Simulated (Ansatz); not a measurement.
**SiH$_{3}$OF$_{3}$: geometry relaxation (part 2 of 2)**

Continued. System: SiH$_{3}$OF$_{3}$. Method: RKS B3LYP/def2-SVP (Ansatz 0.2.0). It belongs to a series of runs on one base structure; here: end point A relaxed.

Geometry of the input (Å):
```
Si 0.2500  0.1009  -0.1101
H  0.0907  0.0926  1.3429
F  1.8076  -0.0708  -0.4622
F  -0.2324  1.4550  -0.8099
F  -0.4971  -1.1522  -0.7893
O  -2.3684  0.0192  1.0780
H  -2.6107  -0.8114  0.6385
H  -1.7016  -0.2631  1.7460
```

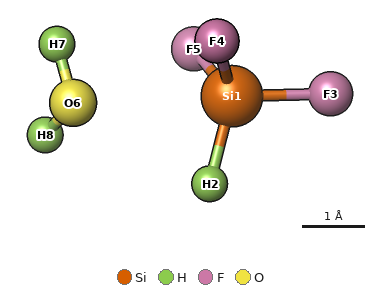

The geometry at step 10 of the log (ball-and-stick view, seen at a tilt; atoms are numbered from 1 in the order of the input).

## Trajectory as extended XYZ (Å, eV, eV/Å), 18 frames, from step=1 to step=18
```
8
Properties=species:S:1:pos:R:3:forces:R:3 step=1 energy=-18118.83098
Si    0.2500    0.1009   -0.1101   -0.0915  -0.0009  -0.0733
H     0.0907    0.0926    1.3429    0.3318   0.0529  -0.0198
F     1.8076   -0.0708   -0.4622    0.0387   0.0008   0.0158
F    -0.2324    1.4550   -0.8099   -0.0125   0.0145   0.0219
F    -0.4971   -1.1522   -0.7893   -0.0223   0.0019   0.0449
O    -2.3684    0.0192    1.0780    0.6109  -0.3044   0.4395
H    -2.6107   -0.8114    0.6385    0.0030   0.0672   0.0466
H    -1.7016   -0.2631    1.7460   -0.8580   0.1679  -0.4758
8
Properties=species:S:1:pos:R:3:forces:R:3 step=2 energy=-18118.88542
Si    0.2813    0.1097   -0.1180   -0.2195  -0.0752   0.1318
H     0.2038    0.1151    1.3425    0.1729   0.0555  -0.0295
F     1.8259   -0.0676   -0.5240    0.0460  -0.0014  -0.0673
F    -0.2278    1.4602   -0.8063    0.0062   0.0285  -0.0147
F    -0.4963   -1.1480   -0.7560    0.0695  -0.0075  -0.0205
O    -2.3406    0.0200    1.0208    0.8059  -0.7258   1.2843
H    -2.6403   -0.8176    0.6298   -0.0006   0.1601  -0.0781
H    -1.8679   -0.3015    1.8451   -0.8803   0.5658  -1.2059
8
Properties=species:S:1:pos:R:3:forces:R:3 step=3 energy=-18118.92660
Si    0.3291    0.1121   -0.1139   -0.1021  -0.0397  -0.0614
H     0.3242    0.1341    1.3486    0.0515   0.0397  -0.0177
F     1.8501   -0.0608   -0.6120   -0.0651   0.0042   0.0212
F    -0.2239    1.4541   -0.7878    0.0122  -0.0148   0.0310
F    -0.4764   -1.1534   -0.7010    0.0415   0.0153   0.0293
O    -2.4213    0.0116    1.0471    0.4913  -0.4350   0.5734
H    -2.6629   -0.8110    0.5887    0.0576   0.1796   0.0317
H    -1.9810   -0.3163    1.8642   -0.4869   0.2507  -0.6076
8
Properties=species:S:1:pos:R:3:forces:R:3 step=4 energy=-18118.90485 accepted=F
Si    0.3238    0.1105   -0.1218   -0.1844  -0.0377   0.2560
H     0.3323    0.1486    1.3400    0.1450   0.0422  -0.0500
F     1.8413   -0.0528   -0.6331   -0.0199  -0.0026  -0.0377
F    -0.2470    1.4415   -0.8028   -0.0021   0.0162  -0.0365
F    -0.4735   -1.1685   -0.6893    0.0493  -0.0474  -0.0879
O    -2.2883    0.0218    1.0352    0.2258  -1.2528   1.8873
H    -2.6126   -0.7564    0.5409    0.1391   0.3536   0.0953
H    -2.1381   -0.3745    1.9649   -0.3528   0.9285  -2.0266
8
Properties=species:S:1:pos:R:3:forces:R:3 step=5 energy=-18118.96019
Si    0.2992    0.0927   -0.0942   -0.0338   0.0551  -0.1022
H     0.3461    0.1217    1.3633    0.0401  -0.0005   0.0590
F     1.8167   -0.0321   -0.6240   -0.0924  -0.0016   0.0097
F    -0.2985    1.4228   -0.7563    0.0256  -0.0452   0.0013
F    -0.4655   -1.2004   -0.6794    0.0119   0.0230   0.0431
O    -2.3314    0.0421    1.0238    0.2695  -0.2964   0.2684
H    -2.6163   -0.7458    0.5337    0.0154   0.1121  -0.0133
H    -2.0123   -0.3307    1.8669   -0.2363   0.1535  -0.2660
8
Properties=species:S:1:pos:R:3:forces:R:3 step=6 energy=-18118.98947
Si    0.2953    0.0930   -0.0803   -0.0783  -0.0608   0.0173
H     0.4001    0.1350    1.3755    0.0402   0.0303   0.0156
F     1.7940   -0.0211   -0.6632   -0.0469   0.0127  -0.0057
F    -0.3392    1.4021   -0.7490    0.0125  -0.0086  -0.0145
F    -0.4619   -1.2249   -0.6246    0.0267   0.0355   0.0007
O    -2.2588    0.0461    1.0229    0.1107  -0.1735   0.0907
H    -2.5935   -0.6794    0.4723    0.0300   0.0921   0.0068
H    -2.0980   -0.3805    1.8802   -0.0949   0.0723  -0.1108
8
Properties=species:S:1:pos:R:3:forces:R:3 step=7 energy=-18119.00774
Si    0.2982    0.0828   -0.0650   -0.0084   0.0069  -0.0681
H     0.4700    0.1675    1.3817    0.0031  -0.0046   0.0167
F     1.7767    0.0025   -0.7058    0.0033  -0.0052   0.0172
F    -0.3800    1.3640   -0.7520   -0.0404  -0.0399   0.0444
F    -0.4291   -1.2604   -0.5883   -0.0088   0.0253   0.0406
O    -2.1708    0.0312    1.0531   -0.0141  -0.1033  -0.0179
H    -2.5971   -0.5661    0.4186    0.0385   0.0766   0.0157
H    -2.2297   -0.4513    1.8917    0.0269   0.0443  -0.0486
8
Properties=species:S:1:pos:R:3:forces:R:3 step=8 energy=-18119.01370
Si    0.3015    0.0711   -0.0504   -0.1068  -0.0030   0.0570
H     0.5069    0.1769    1.3899    0.0295   0.0070   0.0339
F     1.7607    0.0261   -0.7340    0.0224   0.0125  -0.0123
F    -0.4477    1.3161   -0.7276    0.0196   0.0340  -0.0516
F    -0.4038   -1.2995   -0.5238    0.0068  -0.0565  -0.0280
O    -2.1417    0.0419    1.0606    0.1307   0.1782   0.0630
H    -2.6071   -0.4494    0.3733   -0.0955  -0.0863  -0.1389
H    -2.2308   -0.5130    1.8458   -0.0067  -0.0859   0.0769
8
Properties=species:S:1:pos:R:3:forces:R:3 step=9 energy=-18119.01575
Si    0.2904    0.0706   -0.0481   -0.1149  -0.0157   0.1116
H     0.4884    0.1813    1.3939    0.0398   0.0099   0.0098
F     1.7546    0.0236   -0.7193    0.0442   0.0099  -0.0309
F    -0.4526    1.3122   -0.7384    0.0096   0.0378  -0.0541
F    -0.4097   -1.3034   -0.5214    0.0117  -0.0479  -0.0306
O    -2.1285    0.0465    1.0639    0.1043   0.1939  -0.0348
H    -2.6054   -0.4282    0.3716   -0.0862  -0.0560  -0.1205
H    -2.1992   -0.5323    1.8317   -0.0086  -0.1320   0.1494
8
Properties=species:S:1:pos:R:3:forces:R:3 step=10 energy=-18118.99782 accepted=F
Si    0.2701    0.0615   -0.0311   -0.1736  -0.0823   0.1565
H     0.4892    0.2207    1.4068    0.0313   0.0164  -0.0648
F     1.7347    0.0373   -0.7063    0.0078   0.0130  -0.0540
F    -0.5091    1.2594   -0.7691    0.0557  -0.0389  -0.0114
F    -0.3889   -1.3509   -0.4627    0.0952   0.0662  -0.0122
O    -2.0615    0.0512    1.0966   -0.8514  -0.8655  -0.5536
H    -2.6442   -0.2401    0.3373    0.8133   0.3740   1.1619
H    -2.1522   -0.6688    1.7624    0.0217   0.5172  -0.6224
8
Properties=species:S:1:pos:R:3:forces:R:3 step=11 energy=-18119.02312
Si    0.2736    0.0671   -0.0354   -0.0540  -0.0313   0.0173
H     0.4899    0.2047    1.4027   -0.0101   0.0061  -0.0014
F     1.7412    0.0252   -0.7045    0.0082   0.0052  -0.0225
F    -0.4726    1.2908   -0.7596    0.0044  -0.0155   0.0013
F    -0.4046   -1.3254   -0.4950    0.0296   0.0284   0.0207
O    -2.1063    0.0532    1.0772    0.0304  -0.0146  -0.0114
H    -2.6297   -0.3403    0.3630   -0.0031   0.0343   0.0058
H    -2.1535   -0.6051    1.7856   -0.0054  -0.0126  -0.0098
8
Properties=species:S:1:pos:R:3:forces:R:3 step=12 energy=-18119.02683
Si    0.2629    0.0626   -0.0266   -0.0366  -0.0599   0.0086
H     0.4876    0.2257    1.4083   -0.0096   0.0073  -0.0193
F     1.7313    0.0325   -0.6981   -0.0194   0.0065  -0.0167
F    -0.4978    1.2646   -0.7762    0.0037  -0.0380   0.0208
F    -0.3912   -1.3491   -0.4672    0.0510   0.0663   0.0301
O    -2.0730    0.0505    1.0917   -0.2310  -0.3327  -0.1224
H    -2.6486   -0.2446    0.3584    0.2472   0.1393   0.3556
H    -2.1332   -0.6719    1.7435   -0.0054   0.2112  -0.2567
8
Properties=species:S:1:pos:R:3:forces:R:3 step=13 energy=-18119.04082
Si    0.2429    0.0460   -0.0026   -0.0723  -0.0120   0.0634
H     0.5036    0.2408    1.4231    0.0147   0.0040  -0.0385
F     1.6927    0.0636   -0.7139    0.0181   0.0062  -0.0196
F    -0.5728    1.2075   -0.7636    0.0357   0.0013  -0.0393
F    -0.3565   -1.3988   -0.4088    0.0474  -0.0052   0.0000
O    -2.0047    0.0424    1.0901   -0.2007  -0.1671  -0.0220
H    -2.6248   -0.0966    0.3537    0.1181   0.0950   0.1251
H    -2.1424   -0.7346    1.6558    0.0390   0.0778  -0.0691
8
Properties=species:S:1:pos:R:3:forces:R:3 step=14 energy=-18119.05537
Si    0.2366    0.0329    0.0193    0.0713   0.0041   0.0525
H     0.5501    0.2814    1.4276   -0.0362   0.0053  -0.0742
F     1.6556    0.0896   -0.7539   -0.0283  -0.0011   0.0129
F    -0.6481    1.1374   -0.7562    0.0269   0.0022  -0.0501
F    -0.3096   -1.4505   -0.3180   -0.0096   0.0300   0.0292
O    -1.9940    0.0322    1.1427   -0.2097  -0.3280  -0.1025
H    -2.5655    0.0943    0.3542    0.1565  -0.0019   0.3120
H    -2.1871   -0.8470    1.5182    0.0291   0.2894  -0.1799
8
Properties=species:S:1:pos:R:3:forces:R:3 step=15 energy=-18119.07742
Si    0.2482    0.0283    0.0159   -0.0487  -0.0349  -0.0789
H     0.5361    0.3438    1.4052    0.0414   0.0391   0.1131
F     1.6681    0.0864   -0.7524   -0.0018  -0.0052  -0.0205
F    -0.6608    1.0864   -0.7975    0.0098  -0.0010  -0.0224
F    -0.2716   -1.4753   -0.2647    0.0246  -0.0019   0.0009
O    -1.9748   -0.0167    1.1785   -0.1402  -0.0635  -0.0342
H    -2.5878    0.2523    0.4748    0.0839  -0.0017   0.0913
H    -2.2194   -0.9350    1.3740    0.0311   0.0690  -0.0491
8
Properties=species:S:1:pos:R:3:forces:R:3 step=16 energy=-18119.08555
Si    0.2636    0.0259    0.0305   -0.1086  -0.0668   0.0188
H     0.5544    0.3942    1.4203    0.0611   0.0009  -0.1980
F     1.6417    0.0852   -0.8108   -0.0174   0.0271   0.1218
F    -0.7082    1.0279   -0.7873    0.0585  -0.0029   0.0156
F    -0.2340   -1.4996   -0.1749    0.0212   0.0631   0.0238
O    -2.0022   -0.0490    1.2356   -0.1331  -0.1034  -0.1208
H    -2.5309    0.3737    0.5373    0.0858  -0.0600   0.1430
H    -2.2464   -0.9881    1.1831    0.0325   0.1421  -0.0041
8
Properties=species:S:1:pos:R:3:forces:R:3 step=17 energy=-18119.09314
Si    0.2517    0.0199    0.0287    0.0236   0.0256   0.0556
H     0.5597    0.4312    1.3943   -0.0066  -0.0030  -0.0006
F     1.6431    0.0794   -0.7864    0.0338  -0.0099  -0.0234
F    -0.7102    1.0123   -0.8084   -0.0302  -0.0197  -0.0112
F    -0.2258   -1.5126   -0.1537   -0.0236   0.0098  -0.0093
O    -1.9929   -0.0790    1.2415    0.0342   0.0036   0.0012
H    -2.5341    0.4210    0.6126   -0.0193   0.0030   0.0005
H    -2.2536   -1.0018    1.1053   -0.0120  -0.0094  -0.0128
8
Properties=species:S:1:pos:R:3:forces:R:3 step=18 energy=-18119.09390
Si    0.2543    0.0209    0.0298   -0.0001  -0.0026  -0.0142
H     0.5589    0.4421    1.3925    0.0008   0.0033   0.0073
F     1.6469    0.0744   -0.7860   -0.0007   0.0006   0.0060
F    -0.7117    1.0019   -0.8164   -0.0019  -0.0068   0.0013
F    -0.2233   -1.5128   -0.1459   -0.0032   0.0037  -0.0005
O    -1.9887   -0.0875    1.2412    0.0002  -0.0010  -0.0001
H    -2.5436    0.4354    0.6434    0.0018   0.0041   0.0025
H    -2.2549   -1.0042    1.0753    0.0031  -0.0013  -0.0023
```

## Summary

```tsv
quantity	value
outcome	converged
total energy	−18119.0941 eV
mean-field energy	−18119.0941 eV
largest force (length of the vector) at the end	0.014 eV/Å
hardware	2 threads of Arm Neoverse V1, 24 GiB of memory available, shared host
wall time	35 s (CPU time 68 s)
peak memory	0.17 GiB
```
